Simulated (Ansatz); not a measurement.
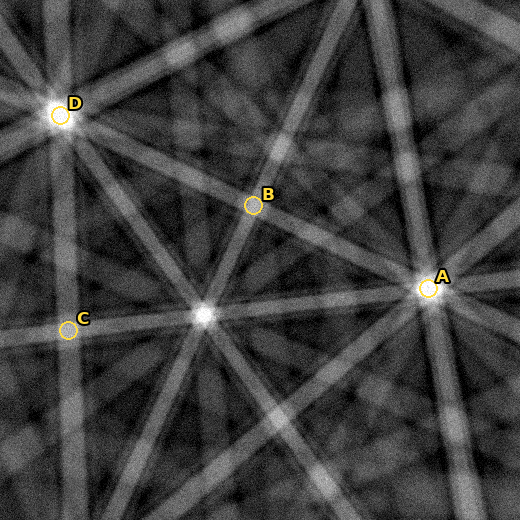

Simulated Kikuchi (electron backscatter) pattern at 15 kV: kinematic bands of width 2θ(Bragg) in gnomonic projection, seen from the camera side; the frame spans ±37° from its centre. Crystal: Be3SbN, space group Pm-3m (No. 221), a = 3.79 Å. Structure: the geometry relaxed with DFT PBE, scalar-relativistic, plane waves, PAW (Ansatz); the starting structure was generated, so it need not be a known form of this composition.

```cif
data_structure
_symmetry_space_group_name_H-M 'Pm-3m'
_symmetry_Int_Tables_number 221
_cell_length_a 3.7879
_cell_length_b 3.7879
_cell_length_c 3.7879
_cell_angle_alpha 90.000
_cell_angle_beta 90.000
_cell_angle_gamma 90.000
_cell_volume 54.35
loop_
_atom_site_label
_atom_site_type_symbol
_atom_site_symmetry_multiplicity
_atom_site_Wyckoff_symbol
_atom_site_fract_x
_atom_site_fract_y
_atom_site_fract_z
_atom_site_occupancy
Be1 Be 3 c 0.00000 0.50000 0.50000 1
Sb1 Sb 1 a 0.00000 0.00000 0.00000 1
N1 N 1 b 0.50000 0.50000 0.50000 1
```

Pole A is [011] and pole B is [112].

**Index the poles C and D.**

C is [211], 54.7° from A and 33.6° from B. D is [101], 60.0° from A and 30.0° from B.

**Which band joins A and B, and how wide is it?**

It comes from the planes common to both zones. The strongest order is 1 1 -1 with d = 2.187 Å, so the band is 2θ = 2.6° wide (λ = 0.0994 Å). Other orders of the same planes (2 2 -2) lie on the same centre line with other widths.
